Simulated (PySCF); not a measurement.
```
atom    x (Å)    y (Å)    z (Å)
  Si  -0.6205  -0.2309   0.6197
  Si   1.6617  -0.0159   1.1057
  Si  -1.1030   0.0476  -1.6557
  Cl  -1.6179   1.2884   1.6514
   H  -1.1398  -1.5455   1.1082
   H   2.4193  -1.1302   0.4552
   H   2.1526   1.2896   0.5703
   H   1.8784  -0.0616   2.5829
   H  -2.5775  -0.0321  -1.8829
   H  -0.6018   1.3836  -2.0982
   H  -0.4184  -1.0222  -2.4466
```

Geometry: PBE0-D3(BJ)/def2-SVP.

Method: PBE0/pcSseg-2, SCF density, gas phase, non-relativistic (PySCF).

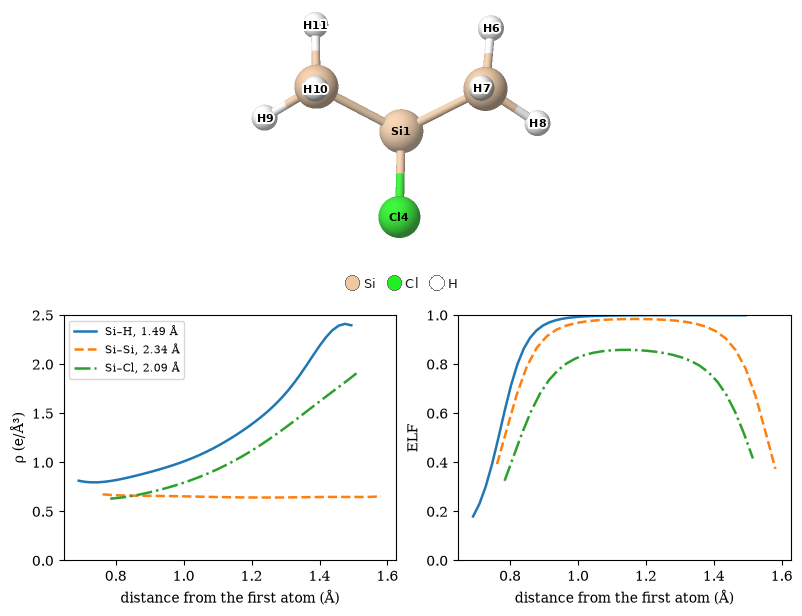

ClH$_{7}$Si$_{3}$. Total electron density and electron localisation function along straight lines between neighbouring atoms. The curves leave out the atomic cores. The structure is drawn too.

> Compare the contacts.

Si–H (1.49 Å): ρ at the midpoint is about 0.8 e/Å³; the ELF climbs to about 1 towards the hydrogen, as it does in any bond to H.
Si–Si (2.34 Å): the density is about 0.64 e/Å³ at the midpoint; the ELF peaks at about 1 between the atoms: localised, covalent bonding.
Si–Cl (2.09 Å): ρ is about 0.85 e/Å³ halfway; the ELF peaks at about 0.85 between the atoms, as expected for a polar covalent bond.
